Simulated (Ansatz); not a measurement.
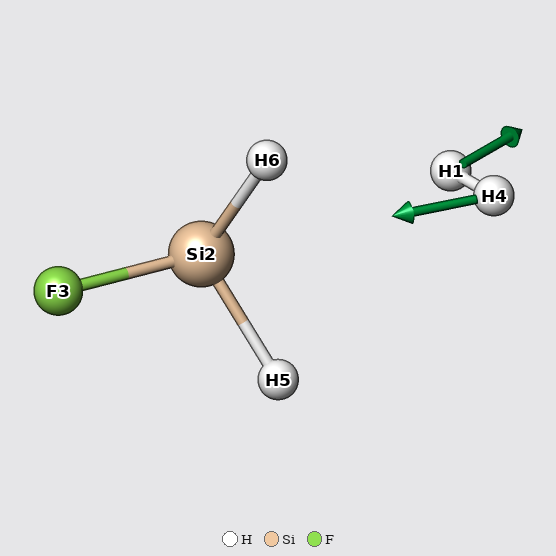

The arrows show one normal mode. Charge 0, doublet. Harmonic vibrations computed with UKS PBE0-D4/def2-TZVP (Ansatz 0.2.0) at a stationary point of the same level.

> At what wavenumber does it lie?

253 cm⁻¹; it is mode 5 of 12 counted from the lowest.
